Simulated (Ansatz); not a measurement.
## Tc of LuH2 (Fm-3m) from its phonons

Aim: the phonon-mediated transition temperature of LuH2 (Fm-3m) at ambient pressure, over a range of μ*. The cell shown first is a relaxed one, from steps not shown here.

Main program and level: Ansatz 0.2.0; DFT PBEsol, scalar-relativistic, plane waves, PAW; PAW set soft_1.

**1. The cell after earlier relaxation steps**

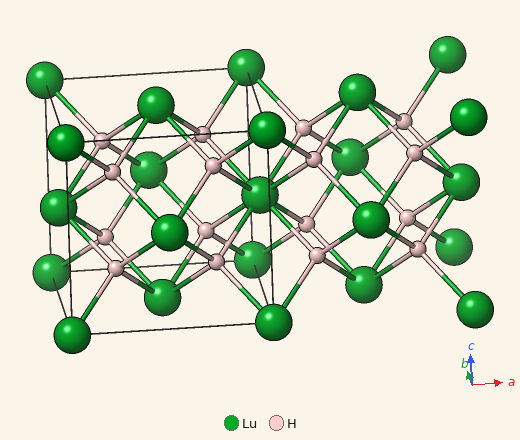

The starting structure, seen slightly off an axis (lutetium green, hydrogen pink). 2×1×1 cells are drawn. This picture shows the conventional cell, with its axes. Some periodic images of atoms are drawn too.

**2. Electron–phonon run: q 3×3×3, k 9×9×9, scattering 16×16×16**

The run that gives the couplings also evaluates McMillan's and Allen and Dynes's formulas and, where asked, the Eliashberg equations, over a range of μ*.

input.yaml

```yaml
crystal:
  lattice:
    - [0.0, 2.4790228079, 2.4790228079]
    - [2.4790228079, 0.0, 2.4790228079]
    - [2.4790228079, 2.4790228079, 0.0]
  atoms:
    - { symbol: Lu, position: [0.0, 0.0, 0.0] }
    - { symbol: H, position: [0.25, 0.25, 0.25] }
    - { symbol: H, position: [0.75, 0.75, 0.75] }
kpoints:
  mp_grid: { grid: [9, 9, 9] }
hamiltonian:
  xc: pbesol
  pseudopotentials: { kind: paw, azcp: { folder: soft_1 }, xc_functional: pbe }
scf:
  occupations: { method: methfessel_paxton, width: 0.2 }
output:
  eigenvalues: true
phonons:
  method: dfpt
  qmesh: [3, 3, 3]
  temperatures: { t_max: 1000, t_step: 50 }
  qpath:
    path:
      - [[0.0, 0.0, 0.0], [0.5, 0.0, 0.5], [0.625, 0.25, 0.625]]
      - [[0.375, 0.375, 0.75], [0.0, 0.0, 0.0], [0.5, 0.5, 0.5], [0.5, 0.25, 0.75], [0.5, 0.0, 0.5]]
    npoints: 6
  electrical_resistivity:
    mesh: [16, 16, 16]
    temperatures: [20.0, 50.0, 80.0, 100.0, 150.0, 200.0, 273.0, 300.0, 400.0, 500.0, 600.0, 800.0]
  superconductivity: { mesh: [16, 16, 16] }
```

Run with:

```console
$ ansatz run input.yaml --threads 16 --pin off --max-ram 92160MiB --backend cuda --events-out ev --progress --plain --runs-dir out --max-vram 78GiB
```

Numbers of over 12 decimals in the logs are rounded to 6 here.

What it wrote:

```text
Engine: ansatz 0.2.0, aarch64-unknown-linux-gnu
Pseudopotentials: kind: paw
Pseudopotential: Lu, paw, valence charge 25, recommended cutoff 420 eV (normal), soft_1/Lu.paw.azcp
Pseudopotential: H, paw, valence charge 1, recommended cutoff 420 eV (normal), soft_1/H.paw.azcp
Functional definition: PBEsol
  exchange = pbesol_x
  correlation = pbesol_c
[...]
Crystal: 3 atoms, lattice volume = 30.470 Å³
Basis set: ecut = 420 eV, 609 PW (Γ), exchange–correlation on 48×48×48 points (8 copies of the dense FFT grid, shifted against one another)
Bands: 18, of which v1, the nominal top of the filled ones, is band 14 counted from 1 (13 counted from 0)
Symmetry: 48 space group operations
k-points: 35 of 729
Non-local potential: Lu, projectors of the file, l = 0: 3, l = 1: 2, l = 2: 2, l = 3: 3
Non-local potential: H, projectors of the file, l = 0: 2, l = 1: 1
PAW form: soft (Blöchl's): semilocal exchange-correlation on the pseudo side does not see the compensation charge
PAW frozen core: Lu, regenerated for the run's functional, and the local potential with it (the file was generated under x = pbe(κ = 0.804, μ = 0.219515), c = pbe(β = 0.066725))
PAW one-centre angular grid: Lu, 590 points (default); XC on 64 Gauss nodes
PAW one-centre angular grid: H, 110 points (default); XC on 64 Gauss nodes
Initial density: superposition of atomic densities (chi_scale 0.1, normalization cell, long waves kept (reshape's long-wave potential 0.00 eV rms))
Initial wavefunctions: pseudopotential atomic-orbital guess
[...]
Functional: x = pbesol(κ = 0.804, μ = 0.123457), c = pbesol(β = 0.046)
SCF iter   1: F=—  HF=-14646.322298 eV  |F-HF|=—  |Δ(HF+E_count)|=         —  Δρ=9.14e-2  dr2=2.08e0  ethr=3.10e-3  ⟨swp⟩=5.1  Hψ=3795  notcnv=0
preconditioner: auto → Kerker (q_TF=auto, 2.674 Å⁻¹)  [metal: Δε(μ)=0.123 eV  Ē_g=13.139 eV  σ=0.200 eV  W_gap=0.45  n_scr=14 (ndim 8)  ℏωp=33.6 eV  f_vac=0.000  D(μ)=0.77/eV (n_scr^D=0)]
SCF iter   2: F=—  HF=-14645.849142 eV  |F-HF|=—  |Δ(HF+E_count)|=   4.73e-1  S|Δr|=    0.00e0  Δρ=3.95e-2  dr2=4.51e-1  ethr=3.10e-3  ⟨swp⟩=4.0  Hψ=1954  notcnv=0
[...]
SCF iter  12: F=-14645.563713 eV  HF=-14645.563713 eV  |F-HF|=0.00e0  |Δ(HF+E_count)|=  1.82e-11  S|Δr|=    0.00e0  Δρ=6.47e-8  dr2=5.17e-13  ethr=1.00e-12  ⟨swp⟩=10.2  Hψ=5687  notcnv=0
SCF 1 converged in 12 iterations: F = -14645.563713 eV  dr2 = 5.17e-13
  greatest PAW one-centre occupation: 0.998 electrons in one spin orbital (limit 2), on the Lu atom at site 0 (counted from 0), in its partial waves of l = 0
phonons: the bands overlap, so this run is a metal and interpolates without the dipole-dipole term. If the crystal is really an insulator or semiconductor, its LO-TO splitting is missing
[...]
NSCF: frozen V_eff on 35 k-points, pencils in batches of 32, up to order 72
[...]
NSCF: frozen V_eff on 35 k-points
[...]
DFPT response loops at q = (0, 0, 0) (fractional): preconditioner auto → Kerker (q_TF=auto, 2.674 Å⁻¹) (partly filled bands, converged f_vac=0.000); β = 1.00, the filter's whole step (`scf.mixing.beta` (0.50) is not read by the response loops under this deck's `scf.mixing.preconditioner`; to damp them name `kerker` or `kerker_dos`, under which they read `scf.mixing.beta`, and type it under 1.00, their step now; both keys bind the ground state too); Anderson in place of MSR1; while a model of the screening serves, it and β = 1 on shorter waves in the place of filter and β
[...]
NSCF: frozen V_eff on 35 k-points
[...]
DFPT response loops at q = (0, 0, 0.333333) (fractional): mixed as the last ones told, above
[...]
DFPT response loops at q = (0, 0.333333, 0.333333) (fractional): mixed as the last ones told, above
[...]
DFPT response loops at q = (0, 0.333333, -0.333333) (fractional): mixed as the last ones told, above
[...]
SCF iter   1: F=—  HF=-14646.322298 eV  |F-HF|=—  |Δ(HF+E_count)|=         —  Δρ=9.14e-2  dr2=2.08e0  ethr=3.10e-3  ⟨swp⟩=5.1  Hψ=3795  notcnv=0
SCF iter   2: F=—  HF=-14645.849142 eV  |F-HF|=—  |Δ(HF+E_count)|=   4.73e-1  S|Δr|=    0.00e0  Δρ=3.95e-2  dr2=4.51e-1  ethr=3.10e-3  ⟨swp⟩=4.0  Hψ=1954  notcnv=0
[...]
SCF 2 converged in 12 iterations: F = -14645.563713 eV  dr2 = 5.19e-13
[...]
SCF converged after 12 iterations
[...]
mean free path at 100 K (of a tensor a third of its trace): 48.6 nm by what each carries, 46.3 by the Fermi surface alone
  Hall coefficient in a weak field at 100 K (a third of the trace): 1.967e-11 m³/C (as a tensor it moves by 18.6 % between the two finest meshes); by each state's relaxation time: 2.033e-11 m³/C; by a constant relaxation time: (none: it, or that of a finer mesh, parts from a neighbouring mesh's by over half of the finer one's)
  mean free path at 150 K (of a tensor a third of its trace): 26.9 nm by what each carries, 26.4 by the Fermi surface alone
  Hall coefficient in a weak field at 150 K (a third of the trace): 1.936e-11 m³/C (as a tensor it moves by 19.2 % between the two finest meshes); by each state's relaxation time: 2.020e-11 m³/C; by a constant relaxation time: (none: it, or that of a finer mesh, parts from a neighbouring mesh's by over half of the finer one's)
  mean free path at 200 K (of a tensor a third of its trace): 19.0 nm by what each carries, 18.8 by the Fermi surface alone
  Hall coefficient in a weak field at 200 K (a third of the trace): 1.941e-11 m³/C (as a tensor it moves by 19.2 % between the two finest meshes); by each state's relaxation time: 2.029e-11 m³/C; by a constant relaxation time: (none: it, or that of a finer mesh, parts from a neighbouring mesh's by over half of the finer one's)
  mean free path at 273 K (of a tensor a third of its trace): 13.3 nm by what each carries, 13.1 by the Fermi surface alone
  Hall coefficient in a weak field at 273 K (a third of the trace): 1.972e-11 m³/C (as a tensor it moves by 19.0 % between the two finest meshes); by each state's relaxation time: 2.065e-11 m³/C; by a constant relaxation time: (none: it, or that of a finer mesh, parts from a neighbouring mesh's by over half of the finer one's)
  mean free path at 300 K (of a tensor a third of its trace): 11.9 nm by what each carries, 11.7 by the Fermi surface alone
  Hall coefficient in a weak field at 300 K (a third of the trace): 1.988e-11 m³/C (as a tensor it moves by 19.0 % between the two finest meshes); by each state's relaxation time: 2.082e-11 m³/C; by a constant relaxation time: (none: it, or that of a finer mesh, parts from a neighbouring mesh's by over half of the finer one's)
  mean free path at 400 K (of a tensor a third of its trace): 8.43 nm by what each carries, 8.28 by the Fermi surface alone
  Hall coefficient in a weak field at 400 K (a third of the trace): 2.049e-11 m³/C (as a tensor it moves by 18.7 % between the two finest meshes); by each state's relaxation time: 2.147e-11 m³/C; by a constant relaxation time: (none: it, or that of a finer mesh, parts from a neighbouring mesh's by over half of the finer one's)
  mean free path at 500 K (of a tensor a third of its trace): 6.44 nm by what each carries, 6.33 by the Fermi surface alone
  Hall coefficient in a weak field at 500 K (a third of the trace): 2.108e-11 m³/C (as a tensor it moves by 18.2 % between the two finest meshes); by each state's relaxation time: 2.204e-11 m³/C; by a constant relaxation time: (none: it, or that of a finer mesh, parts from a neighbouring mesh's by over half of the finer one's)
  mean free path at 600 K (of a tensor a third of its trace): 5.19 nm by what each carries, 5.10 by the Fermi surface alone
  Hall coefficient in a weak field at 600 K (a third of the trace): 2.162e-11 m³/C (as a tensor it moves by 17.4 % between the two finest meshes); by each state's relaxation time: 2.253e-11 m³/C; by a constant relaxation time: (none: it, or that of a finer mesh, parts from a neighbouring mesh's by over half of the finer one's)
  mean free path at 800 K (of a tensor a third of its trace): 3.73 nm by what each carries, 3.67 by the Fermi surface alone
  Hall coefficient in a weak field at 800 K (a third of the trace): 2.262e-11 m³/C (as a tensor it moves by 15.1 % between the two finest meshes); by each state's relaxation time: 2.341e-11 m³/C; by a constant relaxation time: (none: it, or that of a finer mesh, parts from a neighbouring mesh's by over half of the finer one's)
  the resistivity times a path that all electrons share, by the Fermi surface of the deck's mesh alone (a third of the trace): 1.376e-15 Ω·m²
  not converged in the mesh (λ; λ_tr; the resistivity at 20 K by 3.13 %): between neighbouring meshes, the two finest first, λ moves by 1.62 % and 10.10 %, λ_tr by 2.19 % and 11.72 % and the resistivity by up to 3.13 % and 16.83 %; an estimate, no bound, puts it up to 2.1e-7 % above the Boltzmann equation's exact value after up to 5 iterations (at most 30 are made, fewer where the estimate is under 1.0e-6 % of each spin channel's own resistivity)
  vibrations of 27 cells: unjudged by the run; compare a larger repeat
  the changes of the potential over all sites missed a rigid shift's by 0.00 % (the site terms' by 0.04 %)
  at the force constants' own smearing the fine mesh and the k-points of their solves give squared frequencies that differ by 2.6 % of the larger at the most, at (0, 0, 0.3333)
--- Superconductivity: potentials and phonons of a 3×3×3 supercell ---
           mesh         λ    ħω_log (meV)  μ* declared at (meV)
       16×16×16    0.2696          24.792               70.272
          8×8×8    0.2653          24.945               70.580
          4×4×4    0.2921          26.250               72.909
  λ by the species' shares of the modes' patterns: Lu 0.2012, H 0.0685
  with the Fermi level up to 149.5 meV (the hardest mode) off, states and modes as they are: density of states 0.2781 to 0.2968 /eV of one spin and cell, λ 0.2605 to 0.2746
  transition temperature on the deck's mesh (K), isotropic and anisotropic, restricted to the Fermi surface (FSR) and over the full bandwidth (FBW), and the last with the density of states resolved in a narrower window:
        μ*   McMillan   Allen–Dynes      iso. FSR      iso. FBW    aniso. FSR    aniso. FBW  narrow window
      0.08      0.134         0.135    none_found    none_found         0.150         0.151          0.151
      0.10      0.043         0.043    none_found    none_found    none_found    none_found     none_found
      0.12      0.009         0.009    none_found    none_found    none_found    none_found     none_found
      0.13      0.003         0.003    none_found    none_found    none_found    none_found     none_found
      0.14      0.001         0.001    none_found    none_found    none_found    none_found     none_found
      0.16      0.000         0.000    none_found    none_found    none_found    none_found     none_found
      0.20      0.000         0.000    none_found    none_found    none_found    none_found     none_found
  none_found: no transition down to 0.1 K
  isotope coefficients −∂ln Tc/∂ln M under μ* = 0.13, the force constants as they are, of the isotropic transitions restricted to the Fermi surface and over the full bandwidth: Lu - and -, H - and -
  converged in the mesh: between neighbouring meshes, the two finest first, λ moves by 1.62 % and 10.10 % and the anisotropic transition temperature over the full bandwidth at μ* = 0.13 by nothing (neither mesh has one) and nothing (neither mesh has one); converged means that the two finest part by at most 2.00 % and 5.00 %
  vibrations of 27 cells: unjudged by the run; compare a larger repeat
  the changes of the potential over all sites missed a rigid shift's by 0.00 % (the site terms' by 0.04 %)
  at the force constants' own smearing the fine mesh and the k-points of their solves give squared frequencies that differ by 2.6 % of the larger at the most, at (0, 0, 0.3333)
```

The job ended after 14 s (1 × NVIDIA GB200 with 16 threads of Arm Neoverse V2, shared host; peak memory 2.4 GiB; 92 s of CPU time).

The column dr2 measures how far the density is from self-consistency, as an energy; F and HF (Harris–Foulkes) agree once it is small.

This step gave:

```yaml
volume_per_atom: 10.16 Å³/atom
metallic_on_mesh: yes
gap_on_the_k_mesh: 0 eV
zero_point_energy: 0.4276 eV/cell
share_of_imaginary_modes_in_the_plain_interpolation_between_solved_wavevectors: 0
highest_frequency_solved_or_plainly_interpolated: 1205 cm⁻¹
debye_temperature_second_moment: 1670 K
resistivity_at_300_k: 11.76 μΩ cm
coupling_constant_lambda: 0.2696
density_of_states_at_the_fermi_level: 0.288 states/eV a spin and cell
log_mean_phonon_energy_omega_log: 24.79 meV
transport_coupling_constant_lambda_tr: 0.3475, 0.3475, 0.3475 (xx, yy, zz)
drude_plasma_energy: 5.123, 5.123, 5.123 eV (xx, yy, zz)
resistivity_times_mean_free_path: 13.76, 13.76, 13.76 × 10⁻¹⁶ Ω m² (xx, yy, zz)
second_moment_phonon_energy_omega: 70.27 meV
```

An empty cell: under 1 mK by a formula, or no transition down to the floor of the Eliashberg search. Transition temperatures:

```csv
μ*,McMillan Tc (K),Allen–Dynes Tc (K),anisotropic Fermi-surface Tc (K),anisotropic full bandwidth Tc (K),anisotropic narrow window Tc (K)
0.08,0.134,0.135,0.15,0.151,0.151
0.1,0.0427,0.043,-,-,-
0.12,0.009,0.00908,-,-,-
0.13,0.00328,0.00331,-,-,-
0.14,-,-,-,-,-
0.16,-,-,-,-,-
0.2,-,-,-,-,-
```

**3. Electron–phonon run: q 4×4×4, k 12×12×12, scattering 20×20×20**

The next rung changes the q mesh, which sets the reach of the force constants and couplings; the k mesh of the density and its response; the scattering mesh, which samples the Fermi surface.

input.yaml, the sections that differ from step 2:

```yaml
kpoints:
  mp_grid: { grid: [12, 12, 12] }
phonons:
  method: dfpt
  qmesh: [4, 4, 4]
  temperatures: { t_max: 1000, t_step: 50 }
  qpath:
    path:
      - [[0.0, 0.0, 0.0], [0.5, 0.0, 0.5], [0.625, 0.25, 0.625]]
      - [[0.375, 0.375, 0.75], [0.0, 0.0, 0.0], [0.5, 0.5, 0.5], [0.5, 0.25, 0.75], [0.5, 0.0, 0.5]]
    npoints: 6
  electrical_resistivity:
    mesh: [20, 20, 20]
    temperatures: [20.0, 50.0, 80.0, 100.0, 150.0, 200.0, 273.0, 300.0, 400.0, 500.0, 600.0, 800.0]
  superconductivity: { mesh: [20, 20, 20] }
# crystal, hamiltonian, scf, output: as in step 2
```

What it wrote:

```text
[...]
Crystal: 3 atoms, lattice volume = 30.470 Å³
Basis set: ecut = 420 eV, 609 PW (Γ), exchange–correlation on 48×48×48 points (8 copies of the dense FFT grid, shifted against one another)
Bands: 18, of which v1, the nominal top of the filled ones, is band 14 counted from 1 (13 counted from 0)
Symmetry: 48 space group operations
k-points: 72 of 1728
[...]
SCF iter   1: F=—  HF=-14646.328662 eV  |F-HF|=—  |Δ(HF+E_count)|=         —  Δρ=9.14e-2  dr2=2.08e0  ethr=3.10e-3  ⟨swp⟩=5.1  Hψ=7759  notcnv=0
[...]
SCF iter   2: F=—  HF=-14645.768594 eV  |F-HF|=—  |Δ(HF+E_count)|=   5.60e-1  S|Δr|=    0.00e0  Δρ=3.01e-2  dr2=1.99e-1  ethr=3.10e-3  ⟨swp⟩=3.9  Hψ=4118  notcnv=0
[...]
SCF iter  11: F=-14645.570382 eV  HF=-14645.570382 eV  |F-HF|=3.64e-12  |Δ(HF+E_count)|=  3.64e-12  S|Δr|=    0.00e0  Δρ=6.97e-8  dr2=3.76e-13  ethr=1.00e-12  ⟨swp⟩=7.0  Hψ=7007  notcnv=0
SCF 1 converged in 11 iterations: F = -14645.570382 eV  dr2 = 3.76e-13
[...]
NSCF: frozen V_eff on 72 k-points, pencils in batches of 32, up to order 72
[...]
NSCF: frozen V_eff on 72 k-points
[...]
SCF 2 converged in 11 iterations: F = -14645.570382 eV  dr2 = 3.83e-13
[...]
SCF converged after 11 iterations
[...]
vibrations of 64 cells: unjudged by the run; compare a larger repeat
[...]
--- Superconductivity: potentials and phonons of a 4×4×4 supercell ---
           mesh         λ    ħω_log (meV)  μ* declared at (meV)
       20×20×20    0.2648          25.063               70.719
       10×10×10    0.2611          25.296               71.244
          5×5×5    0.2691          25.488               71.468
  λ by the species' shares of the modes' patterns: Lu 0.1966, H 0.0681
[...]
0.08      0.114         0.115    none_found    none_found         0.130         0.130          0.130
      0.10      0.034         0.035    none_found    none_found    none_found    none_found     none_found
      0.12      0.007         0.007    none_found    none_found    none_found    none_found     none_found
      0.13      0.002         0.002    none_found    none_found    none_found    none_found     none_found
      0.14      0.001         0.001    none_found    none_found    none_found    none_found     none_found
      0.16      0.000         0.000    none_found    none_found    none_found    none_found     none_found
      0.20      0.000         0.000    none_found    none_found    none_found    none_found     none_found
  none_found: no transition down to 0.1 K
[...]
vibrations of 64 cells: unjudged by the run; compare a larger repeat
[...]
```

It took 31 s on 1 × NVIDIA GB200 with 16 threads; peak memory 4.2 GiB; 3.2 min of CPU time.

This step gave:

```
zero-point energy                                 : 0.4274 eV/cell
highest frequency, solved or plainly interpolated : 1212 cm⁻¹
Debye temperature (second moment)                 : 1668 K
resistivity at 300 K                              : 11.61 μΩ cm
coupling constant λ                               : 0.2648
density of states at the Fermi level              : 0.287 states/eV a spin and cell
log mean phonon energy ħω_log                     : 25.06 meV
transport coupling constant λ_tr                  : 0.343, 0.343, 0.343 (xx, yy, zz)
Drude plasma energy                               : 5.125, 5.125, 5.125 eV (xx, yy, zz)
resistivity times mean free path                  : 13.77, 13.77, 13.77 × 10⁻¹⁶ Ω m² (xx, yy, zz)
second-moment phonon energy ħω₂                   : 70.72 meV
```

An empty cell: under 1 mK by a formula, or no transition down to the floor of the Eliashberg search. Transition temperatures:

```csv
μ*,McMillan Tc (K),Allen–Dynes Tc (K),anisotropic Fermi-surface Tc (K),anisotropic full bandwidth Tc (K),anisotropic narrow window Tc (K)
0.08,0.114,0.115,0.13,0.13,0.13
0.1,0.0342,0.0345,-,-,-
0.12,0.00657,0.00662,-,-,-
0.13,0.00223,0.00225,-,-,-
0.14,-,-,-,-,-
0.16,-,-,-,-,-
0.2,-,-,-,-,-
```

[end of part 1 of 2]

[Logs are printed without paths, hosts, clocks, repeated set-up lines and the standing remarks that a program may print on its own settings, such as how far it seeks lower states.]

[Hosts, paths, dates, database ids (printed as entryN), source tags and the programs' standing remarks are cut or masked in the printed files.]
